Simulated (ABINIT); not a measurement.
## CsPbI2Br (P4/mmm): a self-consistent loop beyond G0W0, cycle by cycle

Wanted: G0W0 and self-consistent gaps of CsPbI2Br (P4/mmm), with the cost of the cycles.

Calculated with ABINIT 10.8.3; PBE and many-body steps on it, plane waves.

## 1. The structure

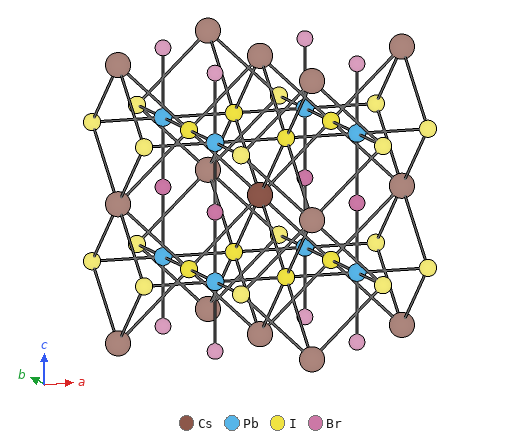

The starting structure, seen slightly off an axis (caesium brown, lead blue, iodine yellow, bromine pink). Some periodic images of atoms are drawn too.

The cell and positions are those that the Materials Project relaxed with its own functionals (PBE, PBE+U or r2SCAN), kept fixed. Spin-orbit coupling is left out unless a step names it.

## 2. Empty states on the mesh, 2×2×2 mesh, 162 bands

This step: ABINIT 10.8.3; DFT, PBE, plane waves, norm-conserving pseudopotentials.

The sums over transitions need many empty states on a uniform mesh; this step solves for them.

Input file run.abi:

```
acell 3*1.0 Angstrom
rprim 
  6.375296000000 0.000000000000 0.000000000000
  0.000000000000 6.375296000000 0.000000000000
  0.000000000000 0.000000000000 5.962220000000
ntypat 4
znucl 55 82 53 35
natom 5
typat 1 2 3 3 4
xred 
  0.500000000000 0.500000000000 0.500000000000
  0.000000000000 0.000000000000 0.000000000000
  0.000000000000 0.500000000000 0.000000000000
  0.500000000000 0.000000000000 0.000000000000
  0.000000000000 0.000000000000 0.500000000000
pp_dirpath "pseudos"
pseudos "Cs.upf, Pb.upf, I.upf, Br.upf"
ecut 34
ngkpt 2 2 2
nshiftk 1
shiftk 0 0 0
kptopt 1
chksymbreak 0
iscf -2
irdden 1
istwfk *1
nband 162
nbdbuf 14
tolwfr 1e-09
nstep 60
prtvol 0
indata_prefix "in"
outdata_prefix "out"
tmpdata_prefix "tmp"
```

The run is started by

```bash
> OMP_NUM_THREADS=1 mpirun -n 4 abinit run.abi > log
```

Numbers of over 12 decimals in the logs are rounded to 6 here.

The log of the run:

```text
.Version 10.8.3 of ABINIT. v10.8.2 released Aug 2026.

 Symmetries : space group P4/m m m (#123); Bravais tP (primitive tetrag.)
[... echo of the input left out ...]
== DATASET  1 ==================================================================
-   mpi_nproc: 4, omp_nthreads: 1 (-1 if OMP is not activated)

--- !DatasetInfo
iteration_state: {dtset: 1, }
dimensions: {natom: 5, nkpt: 6, mband: 162, nsppol: 1, nspinor: 1, nspden: 1, mpw: 15544, }
cutoff_energies: {ecut:  34.0, pawecutdg:  -1.0, }
[...]
1.08022    1.08701    1.09630    1.09774    1.09774    1.10511    1.13288    1.13755
   1.13874    1.16697    1.16698    1.17244    1.18548    1.18550    1.20147    1.20693
   1.21043    1.21430
 prteigrs : prtvol=0 or 1, do not print more k-points.

== END DATASET(S) ==============================================================
================================================================================

 -outvars: echo values of variables after computation  --------
            nband         162
             nkpt           6
          spgroup         123
 [... the other variables as echoed above ...]

 Calculation completed.
```

Elapsed: 5.7 min, on 4 MPI ranks of Intel Xeon Platinum 8375C at 2.90GHz (Ice Lake), shared host; peak memory 0.64 GiB.

This step gave:

- gap: 1.485 eV
- k of the valence top: 0.5, 0.5, 0.5
- k of the conduction bottom: 0.5, 0.5, 0.5
- least direct gap: 1.485 eV
- k points computed: 6
- lowest point of the top converged band, above the valence top: 26.73 eV

On this mesh the gap is 1.485 eV.

The density comes from a self-consistent run that is not shown.

## 3. Screening, 2×2×2 mesh, 148 bands, screening to 87.1 eV

The RPA dielectric matrix is built and inverted for each q.

This step: RPA screening on PBE, plane waves, norm-conserving pseudopotentials.

Changes to run.abi since step 2:

```diff
@@ -23,10 +23,11 @@
 chksymbreak 0
-iscf -2
-irdden 1
 istwfk *1
-nband 162
-nbdbuf 14
-tolwfr 1e-09
-nstep 60
-prtvol 0
+occopt 1
+irdwfk 1
+optdriver 3
+nband 148
+ecuteps 3.2
+inclvkb 2
+awtr 1
+symchi 1
 indata_prefix "in"
```

The log of the run:

```text
.Version 10.8.3 of ABINIT. v10.8.2 released Aug 2026.

 Symmetries : space group P4/m m m (#123); Bravais tP (primitive tetrag.)
[... echo of the input left out ...]
== DATASET  1 ==================================================================
-   mpi_nproc: 4, omp_nthreads: 1 (-1 if OMP is not activated)

--- !DatasetInfo
iteration_state: {dtset: 1, }
dimensions: {natom: 5, nkpt: 6, mband: 148, nsppol: 1, nspinor: 1, nspden: 1, mpw: 15544, }
cutoff_energies: {ecut:  34.0, pawecutdg:  -1.0, }
electrons: {nelect:   9.80000000E+01, charge:   0.00000000E+00, occopt:   1.00000000E+00, tsmear:   1.00000000E-02, }

 SCREENING: Calculation of the susceptibility and dielectric matrices

 Based on a program developped by R.W. Godby, V. Olevano, G. Onida, and L. Reining.
 Incorporated in ABINIT by V. Olevano, G.-M. Rignanese, and M. Torrent.
.Using double precision arithmetic ; gwpc =  8

[... cell and pseudopotentials left out ...]
--------------------------------------------------------------------------------

 ==== K-mesh for the wavefunctions ====
 Number of points in the irreducible wedge :     6
[... list of points left out ...]
 Together with 16 symmetry operations and time-reversal symmetry
 yields     8 points in the full Brillouin Zone.

 ==== Q-mesh for the screening function ====
 Number of points in the irreducible wedge :     6
[... list of points left out ...]
 Together with 16 symmetry operations and time-reversal symmetry
 yields     8 points in the full Brillouin Zone.

 setmesh: FFT mesh size selected  =    45x   45x   40
          total number of points  =        81000

 vcoul_init : cutoff-mode = AUXILIARY_FUNCTION
 q-points for optical limit:   1
     1)      0.000010    0.000020    0.000030

- screening: taking advantage of time-reversal symmetry
- Maximum band index for partially occupied states nbvw = 49
- Remaining bands to be divided among processors   nbcw = 99
- Number of bands treated by each node ~24

 Number of electrons calculated from density =   98.0000; Expected =   98.0000
 average of density, n =  0.059927
 r_s =    1.5852
 omega_plasma =   23.6138 [eV]

 calculating chi0 at frequencies [eV] :
  1    0.000000E+00    0.000000E+00
  2    0.000000E+00    2.361381E+01

--------------------------------------------------------------------------------
  q-point number  1        q = ( 0.000000, 0.000000, 0.000000) [r.l.u.]
--------------------------------------------------------------------------------
[... chi0 elements left out ...]
 For q-point:  0.000010 0.000020 0.000030
  dielectric constant =   9.8003
  dielectric constant without local fields =  11.1638

  Average fulfillment of the sum rule on Im[epsilon] for q-point    1 :     37.64  [%]
[... wings left out ...]
  q-point number  2        q = ( 0.500000, 0.000000, 0.000000) [r.l.u.]
--------------------------------------------------------------------------------
[... chi0 elements left out ...]
  Average fulfillment of the sum rule on Im[epsilon] for q-point    2 :     43.09  [%]

 [... 4 further q-points ...]
```

It took 3.4 min on 4 MPI ranks; peak memory 3.6 GiB.

This step gave:

| Property | Result |
| --- | --- |
| ε∞ with local fields, on this mesh, along the program's q direction | 9.800 |
| the same without local fields | 11.16 |
| plasma frequency | 23.61 eV |
| plane waves in the screening matrix | 461 |

Local fields lower ε∞ by 12 %. On a Γ-centred mesh this coarse the value itself is usually too large, while a short band sum pulls it down.

## 4. G0W0

The self-energy is evaluated for the states that the input lists, and the levels follow from it, in one-shot runs by the linearised quasiparticle equation.

This step: G0W0 on PBE, plane waves, norm-conserving pseudopotentials.

Changes to run.abi since step 3:

```diff
@@ -26,8 +26,17 @@
 irdwfk 1
-optdriver 3
+optdriver 4
 nband 148
+gwcalctyp 0
+ecutsigx 34
+symsigma 1
+nkptgw 2
+kptgw 
+  0.5000000000 0.5000000000 0.5000000000
+  0.0000000000 0.0000000000 0.0000000000
+bdgw 
+  48 51
+  48 51
 ecuteps 3.2
-inclvkb 2
-awtr 1
-symchi 1
+irdscr 1
+ppmodel 1
 indata_prefix "in"
```

The log of the run:

```text
.Version 10.8.3 of ABINIT. v10.8.2 released Aug 2026.

 Symmetries : space group P4/m m m (#123); Bravais tP (primitive tetrag.)
[... echo of the input left out ...]
== DATASET  1 ==================================================================
-   mpi_nproc: 4, omp_nthreads: 1 (-1 if OMP is not activated)

--- !DatasetInfo
iteration_state: {dtset: 1, }
dimensions: {natom: 5, nkpt: 6, mband: 148, nsppol: 1, nspinor: 1, nspden: 1, mpw: 15544, }
cutoff_energies: {ecut:  34.0, pawecutdg:  -1.0, }
electrons: {nelect:   9.80000000E+01, charge:   0.00000000E+00, occopt:   1.00000000E+00, tsmear:   1.00000000E-02, }

 SIGMA: Calculation of the GW corrections

 Based on a program developped by R.W. Godby, V. Olevano, G. Onida, and L. Reining.
 Incorporated in ABINIT by V. Olevano, G.-M. Rignanese, and M. Torrent.
.Using double precision arithmetic ; gwpc =  8

[... cell and pseudopotentials left out ...]
--------------------------------------------------------------------------------

 ==== K-mesh for the wavefunctions ====
 Number of points in the irreducible wedge :     6
[... list of points left out ...]
 Together with 16 symmetry operations and time-reversal symmetry
 yields     8 points in the full Brillouin Zone.

 ==== Q-mesh for screening function ====
 Number of points in the irreducible wedge :     6
[... list of points left out ...]
 Together with 16 symmetry operations and time-reversal symmetry
 yields     8 points in the full Brillouin Zone.

 vcoul_init : cutoff-mode = AUXILIARY_FUNCTION
 q-points for optical limit:   1
     1)      0.000010    0.000020    0.000030
 setmesh: FFT mesh size selected  =    64x   64x   60
          total number of points  =       245760

 Number of electrons calculated from density =   98.0000; Expected =   98.0000
 average of density, n =  0.059927
 r_s =    1.5852
 omega_plasma =   23.6138 [eV]

 === KS Band Gaps ===
  >>>> For spin  1
   Minimum direct gap =   1.4850 [eV], located at k-point      :   0.5000  0.5000  0.5000
   Fundamental gap    =   1.4850 [eV], Top of valence bands at :   0.5000  0.5000  0.5000
                                       Bottom of conduction at :   0.5000  0.5000  0.5000
 SIGMA fundamental parameters:
 PLASMON POLE MODEL  1
 number of plane-waves for SigmaX                15485
 number of plane-waves for SigmaC and W            461
 number of plane-waves for wavefunctions         15485
 number of bands                                   148
 number of independent spin polarizations            1
 number of spinorial components                      1
 number of k-points in IBZ                           6
 number of q-points in IBZ                           6
 number of symmetry operations                      16
 number of k-points in BZ                            8
 number of q-points in BZ                            8
 number of frequencies for dSigma/dE                 9
 frequency step for dSigma/dE [eV]                0.25
 number of omega for Sigma on real axis              0
 max omega for Sigma on real axis  [eV]           0.00
 zcut for avoiding poles [eV]                     0.10

 EPSILON^-1 parameters (SCR file):
 dimension of the eps^-1 matrix on file            461
 dimension of the eps^-1 matrix used               461
 number of plane-waves for wavefunctions         15485
 number of bands                                   148
 number of q-points in IBZ                           6
 number of frequencies                               2
 number of real frequencies                          1
 number of imag frequencies                          1

 matrix elements of self-energy operator (all in [eV])

 Perturbative Calculation

--- !SelfEnergy_ee
iteration_state: {dtset: 1, }
kpoint     : [   0.500,    0.500,    0.500, ]
spin       : 1
KS_gap     :    1.485
QP_gap     :    2.523
Delta_QP_KS:    1.038
data: !SigmaeeData |
     Band     E0 <VxcDFT>   SigX SigC(E0)      Z dSigC/dE  Sig(E)    E-E0       E
       48   1.529 -13.323 -16.141   2.421   0.791  -0.264 -13.637  -0.315   1.215
       49   2.392 -14.634 -16.789   1.962   0.801  -0.248 -14.789  -0.154   2.238
       50   3.877 -10.437  -6.670  -2.681   0.813  -0.230  -9.554   0.883   4.761
       51   3.877 -10.437  -6.670  -2.681   0.813  -0.230  -9.554   0.883   4.761

--- !SelfEnergy_ee
iteration_state: {dtset: 1, }
kpoint     : [   0.000,    0.000,    0.000, ]
spin       : 1
KS_gap     :    4.435
QP_gap     :    5.180
Delta_QP_KS:    0.745
data: !SigmaeeData |
     Band     E0 <VxcDFT>   SigX SigC(E0)      Z dSigC/dE  Sig(E)    E-E0       E
       48   1.118 -13.026 -16.044   2.479   0.789  -0.268 -13.451  -0.425   0.693
       49   1.118 -13.026 -16.044   2.479   0.789  -0.268 -13.451  -0.425   0.693
       50   5.553  -6.170  -2.807  -2.982   0.840  -0.190  -5.850   0.320   5.873
       51   6.453  -6.173  -2.737  -2.919   0.839  -0.192  -5.739   0.434   6.887

== END DATASET(S) ==============================================================
================================================================================

 -outvars: echo values of variables after computation  --------
           etotal      0.0000000000E+00
            nband         148
             nkpt           6
          spgroup         123
 [... the other variables as echoed above ...]

 Calculation completed.
```

The job ended after 26 s (4 MPI ranks; peak memory 2.3 GiB; 1.7 min of CPU time).

This step gave:

```
G0W0 gap on the points computed              : 2.523 eV
starting gap on the mesh                     : 1.485 eV
k of the valence top                         : 0.5, 0.5, 0.5
k of the conduction bottom                   : 0.5, 0.5, 0.5
Z at the valence top                         : 0.801
Z at the conduction bottom                   : 0.813
least direct G0W0 gap on the computed points : 2.523 eV
```

The gap on the mesh goes from 1.48 eV to 2.52 eV, a correction of +1.04 eV.

## 5. QSGW, cycle 1

This step: QSGW on PBE, plane waves, norm-conserving pseudopotentials.

Changes to run.abi since step 4:

```diff
@@ -28,12 +28,20 @@
 nband 148
-gwcalctyp 0
+gwcalctyp 28
 ecutsigx 34
-symsigma 1
-nkptgw 2
+symsigma 0
+nkptgw 6
 kptgw 
+  0.0000000000 0.0000000000 0.0000000000
+  0.5000000000 0.0000000000 0.0000000000
+  0.5000000000 0.5000000000 0.0000000000
+  0.0000000000 0.0000000000 0.5000000000
+  0.5000000000 0.0000000000 0.5000000000
   0.5000000000 0.5000000000 0.5000000000
-  0.0000000000 0.0000000000 0.0000000000
 bdgw 
-  48 51
-  48 51
+  37 55
+  37 55
+  37 55
+  37 55
+  37 55
+  37 55
 ecuteps 3.2
@@ -41,2 +49,3 @@
 ppmodel 1
+rhoqpmix 0.3
 indata_prefix "in"
```

The log of the run:

```text
.Version 10.8.3 of ABINIT. v10.8.2 released Aug 2026.

 Symmetries : space group P4/m m m (#123); Bravais tP (primitive tetrag.)
[... echo of the input left out ...]
== DATASET  1 ==================================================================
-   mpi_nproc: 4, omp_nthreads: 1 (-1 if OMP is not activated)

--- !DatasetInfo
iteration_state: {dtset: 1, }
dimensions: {natom: 5, nkpt: 6, mband: 148, nsppol: 1, nspinor: 1, nspden: 1, mpw: 15544, }
cutoff_energies: {ecut:  34.0, pawecutdg:  -1.0, }
electrons: {nelect:   9.80000000E+01, charge:   0.00000000E+00, occopt:   1.00000000E+00, tsmear:   1.00000000E-02, }

 SIGMA: Calculation of the GW corrections

 Based on a program developped by R.W. Godby, V. Olevano, G. Onida, and L. Reining.
 Incorporated in ABINIT by V. Olevano, G.-M. Rignanese, and M. Torrent.
.Using double precision arithmetic ; gwpc =  8

[... cell and pseudopotentials left out ...]
--------------------------------------------------------------------------------

 ==== K-mesh for the wavefunctions ====
 Number of points in the irreducible wedge :     6
[... list of points left out ...]
 Together with 16 symmetry operations and time-reversal symmetry
 yields     8 points in the full Brillouin Zone.

 ==== Q-mesh for screening function ====
 Number of points in the irreducible wedge :     6
[... list of points left out ...]
 Together with 16 symmetry operations and time-reversal symmetry
 yields     8 points in the full Brillouin Zone.

 vcoul_init : cutoff-mode = AUXILIARY_FUNCTION
 q-points for optical limit:   1
     1)      0.000010    0.000020    0.000030
 setmesh: FFT mesh size selected  =    64x   64x   60
          total number of points  =       245760

 Number of electrons calculated from density =   98.0000; Expected =   98.0000
[...]
KS_gap     :    2.396
QP_gap     :    3.999
Delta_QP_KS:    1.603
data: !SigmaeeData |
     Band     E_DFT   <VxcDFT>   E(N-1)  <Hhartree>   SigX  SigC[E(N-1)]    Z     dSigC/dE  Sig[E(N)]  DeltaE  E(N)_pert E(N)_diago
[...]
--- !SelfEnergy_ee
iteration_state: {dtset: 1, }
kpoint     : [   0.500,    0.500,    0.500, ]
spin       : 1
KS_gap     :    1.485
QP_gap     :    2.764
Delta_QP_KS:    1.279
data: !SigmaeeData |
     Band     E_DFT   <VxcDFT>   E(N-1)  <Hhartree>   SigX  SigC[E(N-1)]    Z     dSigC/dE  Sig[E(N)]  DeltaE  E(N)_pert E(N)_diago
[...]
54     7.462    -7.593     7.462    15.055    -3.575    -3.016     1.000     0.000    -6.591     1.002     8.464     8.472
       55     7.462    -7.593     7.462    15.055    -3.575    -3.015     1.000     0.000    -6.590     1.003     8.465     8.472

 New Fermi energy :        1.335265E-01 Ha ,    3.633441E+00 eV

 === QP Band Gaps ===
  >>>> For spin  1
   Minimum direct gap =   2.6462 [eV], located at k-point      :   0.5000  0.5000  0.5000
   Fundamental gap    =   2.6462 [eV], Top of valence bands at :   0.5000  0.5000  0.5000
                                       Bottom of conduction at :   0.5000  0.5000  0.5000

 writing QP data on file : out_QPS

 Convergence of QP corrections
 >>>>> For spin  1 <<<<<
.  kptgw no:  1; Maximum DeltaE = ( -12.341   0.002) for band index:  2
.  kptgw no:  2; Maximum DeltaE = ( -13.782  -0.000) for band index:  2
.  kptgw no:  3; Maximum DeltaE = (  -1.522  -0.000) for band index:  7
.  kptgw no:  4; Maximum DeltaE = (  -0.606  -0.000) for band index:  9
.  kptgw no:  5; Maximum DeltaE = (  -0.626  -0.000) for band index:  7
.  kptgw no:  6; Maximum DeltaE = (  -0.587   0.001) for band index:  4

== END DATASET(S) ==============================================================
================================================================================

 -outvars: echo values of variables after computation  --------
           etotal      0.0000000000E+00
            nband         148
             nkpt           6
          spgroup         123
 [... the other variables as echoed above ...]

 Calculation completed.
```

Wall time 3.4 min (4 MPI ranks); peak memory 4 GiB.

Numbers from this step:

| Quantity | Value |
| --- | --- |
| quasiparticle gap on the mesh | 2.647 eV |
| gap of the density functional on the mesh | 1.485 eV |
| k of the valence top | 0.5, 0.5, 0.5 |
| k of the conduction bottom | 0.5, 0.5, 0.5 |
| Z at the valence top | 1 |
| Z at the conduction bottom | 1 |
| least direct quasiparticle gap on the computed points | 2.647 eV |

Against G0W0 in ABINIT (2×2×2 mesh, 148 bands, screening to 87.1 eV, Godby-Needs plasmon pole), the gap moves by +0.124 eV.

(Part 1 of 3 ends here.)

[Paths, hosts, dates, memory and timing lines, banners, echoed tables and standing remarks are left out of the program output.]

[Logs are printed without paths, hosts, clocks, repeated set-up lines and the standing remarks that a program may print on its own settings, such as how far it seeks lower states.]

[Runs of the session that timed out or met a known fault of the program may be left out.]

[Hosts, paths, dates, database ids (printed as entryN), source tags and the programs' standing remarks are cut or masked in the printed files.]

[G0W0 gaps are taken among the corrected bands and points alone; a level outside them can change the order at an edge.]

[Where Ansatz stands beside ABINIT at settings called matched, ABINIT's density can come from a denser mesh and the files from another edition; pairs whose starting gaps differed by over 0.03 eV were left out, so agreement reads better than it is.]
